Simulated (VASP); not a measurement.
Band structure of MgB2 (AlB2 type). All values below come from rev-vdW-DF2, VASP's PBE PAW potentials (set 64) (plane waves; VASP 6.6.1).

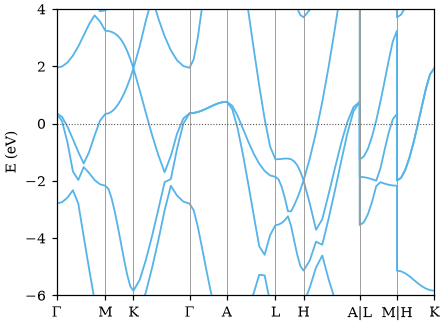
Figure: Bands along high-symmetry lines, zero at the valence-band maximum or, without a gap, the Fermi level

Q: Read the plot: is there a gap, and where are the band edges?

A: It has no gap at this level: it comes out as a metal or semimetal. (Edges off the drawn lines would not show.)

The compound is MgB2 in the AlB2 type structure. It was relaxed first.
